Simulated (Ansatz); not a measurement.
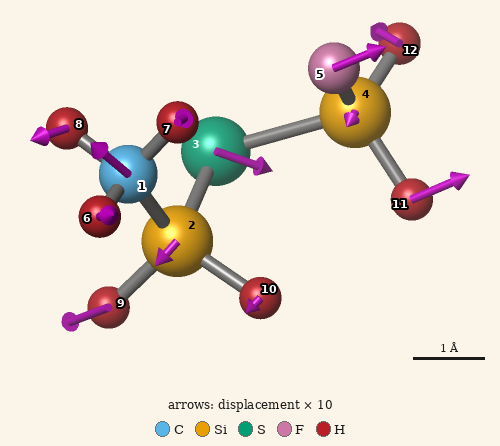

This is a relaxation of CH7FSSi2 (coarse preliminary run). The starting structure is drawn; purple arrows show the displacements, 10 times their true length. The two geometries are superimposed by the best rigid fit.

A ball-and-stick model, seen at a tilt.

The start comes from a force field.

Method: RKS PBE-D4/def2-SVP (Ansatz). Set-up: force threshold 0.03 eV/Å; at most 200 steps.

Which element moves most?

Hydrogen: up to 0.13 Å, against 0.10 Å for carbon.

Describe the change and its energy.

The atom that moves furthest after the best rigid fit is H9 (0.13 Å). By element the largest moves are H 0.13 Å, C 0.10 Å, S 0.10 Å, F 0.09 Å, Si 0.05 Å. Near-neighbour distances that change, for instance: C1–Si2 1.778 → 1.880 Å, Si4–H12 1.430 → 1.498 Å, Si2–S3 2.122 → 2.188 Å, S3–Si4 2.197 → 2.137 Å. Among the angles between lasting bonds that change: Si2–C1–H7 114.7° → 108.9°, S3–Si4–F5 104.6° → 110.3°, H7–C1–H8 103.1° → 108.5°. Over 5 geometry steps the energy falls by 0.329 eV. The largest force component goes from 2.7 to 0.016 eV/Å.
